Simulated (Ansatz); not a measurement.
**BHLYP/STO-3G run of BH2SF (SMILES FBS)**

Aim: the vertical singlet–triplet gap of BH2SF at BHLYP/STO-3G, from 2 runs. 

The results are computed with Ansatz 0.2.0.

65 further runs of the same task are left out: 65 set aside as unsound or not needed.

## 1. Starting point

BH2SF has 5 atoms, charge 0, and is taken as a singlet. SMILES: `FBS`. The shape is that of a PBE0-D4/def2-TZVP optimisation. This is one conformer, not always the lowest.

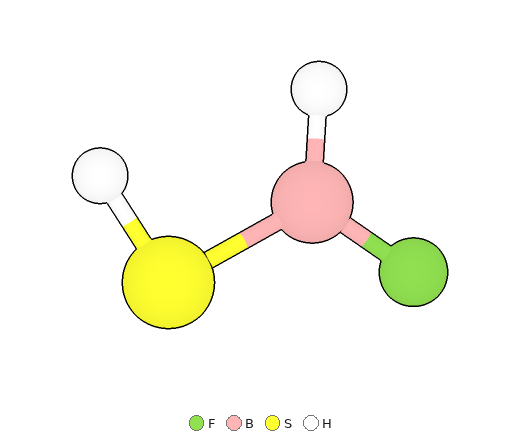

Viewed from a chosen angle; fluorine green, boron pink, sulfur yellow, hydrogen white.

## 2. The energy at BHLYP/STO-3G

Contents of job.yaml:

```yaml
crystal:
  periodic: [false, false, false]
  atoms:
    - symbol: F
      position_ang: [-1.119100, -0.905900, -1.069200]
    - symbol: B
      position_ang: [-0.412800, -0.339100, -0.106100]
    - symbol: S
      position_ang: [0.972400, 0.698600, -0.579400]
    - symbol: H
      position_ang: [-0.712000, -0.530900, 1.033700]
    - symbol: H
      position_ang: [1.321400, 1.003700, 0.679600]
basis:
  gaussian:
    orbitals: STO-3G
total_charge: 0
hamiltonian:
  xc: {name: BHLYP}
accuracy: high
```

Launch:

```console
$ ansatz run job.yaml --threads 1 --pin off --max-ram 2610MiB --events-out events.jsonl --progress --plain --runs-dir runs
```

The program printed:

```text
Warning: RAYON_NUM_THREADS=1 ignored (pool sized by the plan → 1); use --threads N
Functional definition: BHLYP
  name "BHLYP"
  parameter a = 0.5
  exchange = (1 - a)*b88_x + a*exact_x
  correlation = lyp_c
371 factors; integrals over basis functions are off by at most 2.9e-8 eV
mean field evaluation 1: about -14093.4113 eV, gradient 1.7e1 eV
mean field evaluation 2: about -14093.9167 eV, gradient 1.4e1 eV
mean field evaluation 4: about -14094.4628 eV, gradient 3.0e-1 eV
mean field evaluation 8: about -14094.4688 eV, gradient 4.9e-3 eV
mean field evaluation 16: about -14094.4688 eV, gradient 2.0e-8 eV
mean field -14094.46877507 eV, -517.9621739096 hartree, gradient 2.0e-8 eV, S^2 0.000000; 0 other end points of the search recorded, 0 dependent functions left out
reference -14094.46879157 eV, -517.9621745162 hartree; 16, 16 occupied and 5, 5 virtual orbitals, 371 factors
Total energy: -14094.46879157 eV, -517.9621745162 hartree
```

It took 1.2 s on 1 thread of Arm Neoverse V1, shared host; peak memory 0.096 GiB.

## 3. The triplet

Contents of molecule.yaml:

```yaml
crystal:
  periodic: [false, false, false]
  atoms:
    - {symbol: F, position_ang: [-1.119100, -0.905900, -1.069200]}
    - {symbol: B, position_ang: [-0.412800, -0.339100, -0.106100]}
    - {symbol: S, position_ang: [0.972400, 0.698600, -0.579400]}
    - {symbol: H, position_ang: [-0.712000, -0.530900, 1.033700]}
    - {symbol: H, position_ang: [1.321400, 1.003700, 0.679600]}
basis:
  gaussian:
    orbitals: STO-3G
magnetization:
  spin_polarized: true
  initial_magnetization: 2
hamiltonian:
  xc: {name: BHLYP}
accuracy: high
```

Launch:

```console
$ ansatz run molecule.yaml --threads 1 --pin off --max-ram 2610MiB --events-out events.jsonl --progress --plain --runs-dir runs
```

The program printed:

```text
Warning: RAYON_NUM_THREADS=1 ignored (pool sized by the plan → 1); use --threads N
[... 5 set-up lines as earlier in the session ...]
371 factors; integrals over basis functions are off by at most 2.9e-8 eV
mean field evaluation 1: about -14086.7203 eV, gradient 1.2e1 eV
mean field evaluation 2: about -14086.6745 eV, gradient 1.3e1 eV
mean field evaluation 4: about -14088.0154 eV, gradient 5.1e-1 eV
mean field evaluation 8: about -14088.0463 eV, gradient 4.8e-2 eV
mean field evaluation 16: about -14088.0463 eV, gradient 5.9e-5 eV
mean field evaluation 32: about -14087.9875 eV, gradient 3.8e-1 eV
mean field -14088.04631684 eV, -517.7261529231 hartree, gradient 6.1e-8 eV, S^2 2.004453; 2 other end points of the search recorded, 0 dependent functions left out
reference -14088.04633345 eV, -517.7261535335 hartree; 17, 15 occupied and 4, 6 virtual orbitals, 371 factors
Total energy: -14088.04633345 eV, -517.7261535335 hartree
```

Wall time 3 s (1 thread of Arm Neoverse V1, shared host); peak memory 0.13 GiB.

## 4. Results

Level: BHLYP/STO-3G.

| quantity | value |
| --- | --- |
| singlet: total energy | -517.96217 Eh |
| triplet: total energy | -517.72615 Eh |
| triplet: ⟨S²⟩ | 2.004 |
| vertical energy of the triplet above the singlet | 6.422 eV |

**Reading.** At this shape the triplet lies 6.42 eV (620 kJ/mol) above the singlet. In a minimal basis such a difference can be off by several eV, whatever the method.
